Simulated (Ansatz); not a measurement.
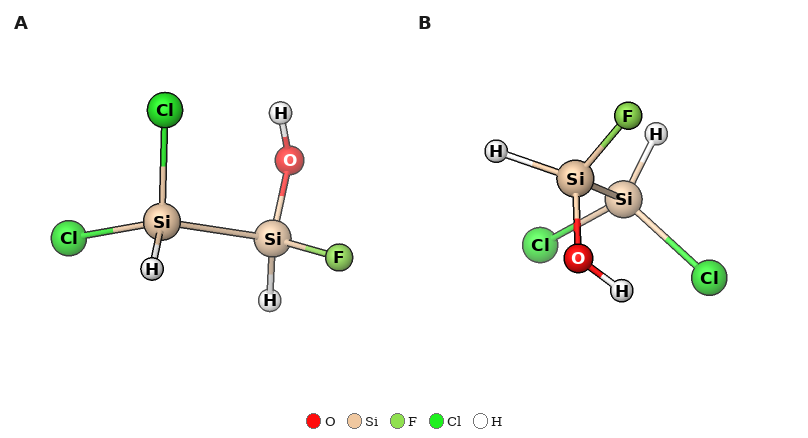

Distant atoms are faded towards the background colour. Computed geometry: PBE0-D4/def2-TZVP optimisation. No frequency run is at hand to confirm it as a minimum.

Can A be turned into B by a rotation alone?

Yes. They are the same structure, Cl2FH3OSi2 (O[Si@@H](F)[SiH](Cl)Cl), seen from two directions: a rotation takes one into the other. The geometry is chiral (C1), so its mirror image would differ.
